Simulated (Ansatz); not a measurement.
## Run report: ZrPH₄Cl₃O, geometry relaxation (part 2 of 2)

The same run, continued: ZrPH₄Cl₃O; RKS PBE0-D4/def2-SVP (Ansatz 0.2.0). The input holds or restrains some coordinates. It belongs to a series of runs on one base structure; here: pulled along the bonds that form and break, towards end B.

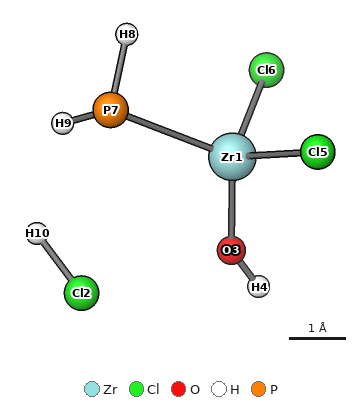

The geometry at step 13 of the log (ball-and-stick view, seen at a tilt; atoms are numbered from 1 in the order of the input).

**Output, continued**
```
Atom 6 at    -2.425967    -0.588862     1.303527 Å, force    -0.145221     0.033511     0.237013 eV/Å
Atom 7 at    -3.565813    -0.660170     0.443365 Å, force     0.040562    -0.016302     0.045736 eV/Å
Atom 8 at    -2.197129    -1.995620     1.390231 Å, force    -0.019354    -0.000048    -0.027666 eV/Å
Atom 9 at    -0.940035     0.914768     2.842227 Å, force     0.945251     0.247711    -0.145198 eV/Å
Dipole moment:     0.279145    -0.299085     0.224312 e Å
```

**Trajectory as extended XYZ (Å, eV, eV/Å), 10 of the 23 frames kept, from step=1 to step=23**
```
10
Properties=species:S:1:pos:R:3:forces:R:3 step=1 energy=-50218.10845
Zr    0.0000    0.0000    0.0000   -1.6517   0.6483  -0.4023
Cl    0.0000    0.0000    2.8700   -0.7251   0.2209  -1.6944
O     1.9520    0.0000   -0.6893   -2.0785  -2.2485   0.9057
H     2.2684   -0.9521   -0.8060   -0.1670   1.8070   0.0361
Cl   -1.1869    2.0563   -0.8392    1.7695  -1.4733   0.1982
Cl   -1.1869   -2.0563   -0.8392    1.8987   1.1164  -0.0251
P    -2.7236    0.0000    0.9050   -0.1850   2.8089  -0.3336
H    -3.4900   -0.8853    0.1017    0.4147  -1.0749   0.7441
H    -2.7734   -0.4268    2.2584   -0.7571  -0.6242   0.9369
H    -1.5959    0.0000    2.2734    1.4815  -1.1805  -0.3657
10
Properties=species:S:1:pos:R:3:forces:R:3 step=3 energy=-50218.71206
Zr   -0.1732    0.0082   -0.2725    0.7372  -0.0997  -0.1379
Cl   -0.0685    0.0029    3.1346   -0.9944   0.1033  -1.2152
O     1.8894   -0.0320   -0.6692   -2.3935  -1.0575   0.7248
H     2.2695   -0.9287   -0.8037   -0.0151   0.8306   0.1301
Cl   -1.1539    2.0455   -0.8532    0.9603   0.2577  -0.7256
Cl   -1.1507   -2.0471   -0.8562    0.9926  -0.0253  -0.7776
P    -2.7447    0.0552    0.6965    0.0920   1.3666   3.3348
H    -3.4987   -0.9268    0.0986   -0.2773  -1.4103  -0.0902
H    -2.7783   -0.4187    2.2070   -0.1936   0.2907  -1.8654
H    -1.3273   -0.0228    2.5529    1.0918  -0.2561   0.6222
10
Properties=species:S:1:pos:R:3:forces:R:3 step=6 energy=-50220.47805
Zr   -0.4511    0.0142   -0.4504    0.6187  -0.0560  -0.3131
Cl    0.0864    0.0434    3.2314   -1.2170  -0.1462  -0.5447
O     1.4753   -0.1424   -0.4433    0.0347  -0.7480   0.1749
H     2.1588   -0.8240   -0.6189   -0.5781   0.7391   0.3456
Cl   -0.9211    2.1778   -1.2376    0.1775  -0.1548  -0.3740
Cl   -1.0035   -2.1137   -1.2809    0.0873   0.2161  -0.4258
P    -2.7341    0.1351    0.8011   -0.6407  -0.0349   0.6338
H    -3.3309   -1.0228    0.1989    0.1842   0.0867   0.1290
H    -2.8082   -0.3932    2.1262    0.0467  -0.0246   0.0569
H    -1.2079   -0.1385    2.9081    1.2867   0.1225   0.3174
10
Properties=species:S:1:pos:R:3:forces:R:3 step=8 energy=-50221.00363
Zr   -0.5598   -0.0144   -0.4931    0.3982  -0.0606  -0.3641
Cl    0.1728    0.0632    3.1554   -1.1092  -0.1941  -0.2340
O     1.3040   -0.1991   -0.1437    0.0024  -0.2748   0.0691
H     2.0817   -0.7173   -0.3983   -0.2368   0.2805   0.2178
Cl   -0.8649    2.0628   -1.5485    0.0580  -0.2089  -0.1467
Cl   -1.0341   -1.9994   -1.6516    0.0143   0.2148  -0.1643
P    -2.7291    0.1651    0.9088   -0.4260   0.0940   0.3755
H    -3.2601   -0.9916    0.2562    0.0117   0.0166   0.0113
H    -2.7245   -0.4398    2.2003    0.0833  -0.0673   0.0267
H    -1.1225   -0.1937    2.9494    1.2042   0.1999   0.2087
10
Properties=species:S:1:pos:R:3:forces:R:3 step=11 energy=-50221.24772
Zr   -0.6531   -0.0706   -0.5228    0.5509  -0.0711  -0.3045
Cl    0.2268    0.3195    3.0791   -1.4429  -0.5229   0.1258
O     1.1182   -0.3424    0.1214   -0.1711  -0.0803  -0.3055
H     2.0091   -0.5924   -0.1490   -0.0906   0.0592   0.1562
Cl   -0.7869    1.8947   -1.7874   -0.0045  -0.0179   0.0445
Cl   -1.1052   -1.8614   -1.9610   -0.0250   0.0182   0.0290
P    -2.6748    0.1708    1.0713   -0.3889  -0.4284   0.3212
H    -3.4151   -0.7426    0.2267    0.0984   0.2296   0.1630
H    -2.4411   -0.8374    2.0898   -0.0160   0.1856  -0.3575
H    -1.0143   -0.2025    3.0668    1.4896   0.6278   0.1278
10
Properties=species:S:1:pos:R:3:forces:R:3 step=13 energy=-50221.36603
Zr   -0.6511   -0.0927   -0.5594    0.1910  -0.0623  -0.2603
Cl    0.1779    0.4697    3.0285   -1.3339  -0.5400   0.4044
O     1.0883   -0.4310    0.1069    0.0992  -0.0459  -0.2065
H     2.0132   -0.5996   -0.1007   -0.0791   0.0043   0.1511
Cl   -0.7708    1.9169   -1.7515    0.0006   0.0305   0.0115
Cl   -1.1680   -1.8633   -1.9983   -0.0245  -0.0060  -0.0315
P    -2.5878    0.0894    1.1413   -0.3892  -0.5189   0.1673
H    -3.4982   -0.5737    0.2282    0.1812   0.1880   0.2247
H    -2.3002   -1.1305    1.8780   -0.0296   0.2783  -0.2925
H    -1.0394   -0.0494    3.2619    1.3844   0.6721  -0.1682
10
Properties=species:S:1:pos:R:3:forces:R:3 step=16 energy=-50221.51077
Zr   -0.6817   -0.1066   -0.6033    0.1627   0.0026  -0.0800
Cl    0.1815    0.6782    2.9352   -1.1844  -0.1852   0.5876
O     0.9908   -0.6062    0.1198    0.1190  -0.0329  -0.2608
H     1.9327   -0.7959    0.0685   -0.1249  -0.0023   0.1241
Cl   -0.7248    2.0451   -1.5293    0.0202   0.0044  -0.0060
Cl   -1.2822   -1.7313   -2.1821   -0.0173   0.0333  -0.0383
P    -2.5173   -0.1209    1.2070   -0.1698  -0.3659   0.0925
H    -3.5180   -0.6193    0.3010    0.0858   0.0154   0.1184
H    -2.0417   -1.4359    1.5855   -0.1456   0.1923  -0.0860
H    -1.0756    0.4287    3.3325    1.2542   0.3381  -0.4513
10
Properties=species:S:1:pos:R:3:forces:R:3 step=18 energy=-50221.62806
Zr   -0.6575   -0.1102   -0.5514    0.2365  -0.0761  -0.3337
Cl    0.2197    0.9253    2.9196   -0.9690  -0.0868   0.1891
O     0.9967   -0.7613    0.0889   -0.1831   0.0513  -0.1691
H     1.9416   -0.9207    0.0832    0.0684  -0.0528   0.1004
Cl   -0.6236    2.1170   -1.3033   -0.0112  -0.0837   0.0778
Cl   -1.3532   -1.5163   -2.3042    0.0709   0.1326   0.1039
P    -2.5096   -0.3300    1.2304   -0.2165  -0.1138   0.2606
H    -3.5401   -0.7581    0.3347    0.0274   0.0638   0.0283
H    -2.1282   -1.6580    1.6037    0.0338   0.0100  -0.0089
H    -1.0821    0.7480    3.1333    0.9427   0.1555  -0.2482
10
Properties=species:S:1:pos:R:3:forces:R:3 step=21 energy=-50221.67351
Zr   -0.6632   -0.1249   -0.5455    0.1878  -0.0144  -0.2404
Cl    0.2504    1.0799    2.8556   -1.0462  -0.1049   0.1270
O     0.9589   -0.8603    0.0678    0.2213   0.0193  -0.0325
H     1.9059   -0.9896    0.1878   -0.2260  -0.0191   0.0415
Cl   -0.6212    2.1446   -1.1453   -0.0067  -0.0255   0.0404
Cl   -1.3599   -1.4059   -2.3805    0.0051   0.0501   0.0165
P    -2.4823   -0.4400    1.2586   -0.1401  -0.0587   0.2742
H    -3.5465   -0.7738    0.3658    0.0106   0.0083   0.0240
H    -2.1163   -1.7913    1.5557   -0.0150   0.0301  -0.0314
H    -1.0620    0.8971    3.0148    1.0093   0.1148  -0.2193
10
Properties=species:S:1:pos:R:3:forces:R:3 step=23 energy=-50221.70952
Zr   -0.6730   -0.1543   -0.5393    0.3002   0.0163  -0.2144
Cl    0.3311    1.3078    2.7317   -1.0088  -0.2930   0.0837
O     0.9392   -0.8958    0.0939   -0.1130   0.0325  -0.0385
H     1.8340   -1.0055    0.4193    0.0287  -0.0252   0.0245
Cl   -0.6853    2.1436   -1.0017   -0.0258   0.0037   0.0172
Cl   -1.3534   -1.3302   -2.4484   -0.0026   0.0007   0.0177
P    -2.4260   -0.5889    1.3035   -0.1452   0.0335   0.2370
H    -3.5658   -0.6602    0.4434    0.0406  -0.0163   0.0457
H    -2.1971   -1.9956    1.3902   -0.0194   0.0000  -0.0277
H    -0.9400    0.9148    2.8422    0.9453   0.2477  -0.1452
```

This output came from the following input.

**The input**
```yaml
crystal:
  periodic: [false, false, false]
  atoms:
    - { symbol: Zr, position_ang: [0.0, 0.0, 0.0] }
    - { symbol: Cl, position_ang: [0.0, 0.0, 2.87] }
    - { symbol: O, position_ang: [1.952, 0.0, -0.6893] }
    - { symbol: H, position_ang: [2.2684, -0.9521, -0.806] }
    - { symbol: Cl, position_ang: [-1.1869, 2.0563, -0.8392] }
    - { symbol: Cl, position_ang: [-1.1869, -2.0563, -0.8392] }
    - { symbol: P, position_ang: [-2.7236, 0.0, 0.905] }
    - { symbol: H, position_ang: [-3.49, -0.8853, 0.1017] }
    - { symbol: H, position_ang: [-2.7734, -0.4268, 2.2584] }
    - { symbol: H, position_ang: [-1.5959, 0.0, 2.2734] }
basis:
  gaussian: { orbitals: def2-SVP }
hamiltonian:
  xc: pbe0
  dispersion: d4
relax:
  f_tol: 0.15
  max_steps: 25
  restrain:
    - { distance: [0, 6], at: 2.57, k: 30.0 }
    - { distance: [9, 1], at: 1.37, k: 30.0 }
    - { distance: [0, 1], at: 3.72, k: 30.0 }
    - { distance: [9, 6], at: 2.62, k: 30.0 }
```

Launched with:
```bash
ansatz run input.yaml --threads 4 --pin off --max-ram 5120MiB --backend cpu --events-out ev --progress --plain --runs-dir out
```

**Key numbers**

| quantity | value |
| --- | --- |
| outcome | converged under the restraints of the input |
| total energy | −50221.7096 eV |
| mean-field energy | −50221.3952 eV |
| largest force (length of the vector) at the end, held atoms and coordinates included | 1.054 eV/Å |
| hardware | 4 threads of Arm Neoverse N1, 24 GiB of memory available, shared host |
| wall time | 2.4 min (CPU time 9.1 min) |
| peak memory | 0.42 GiB |
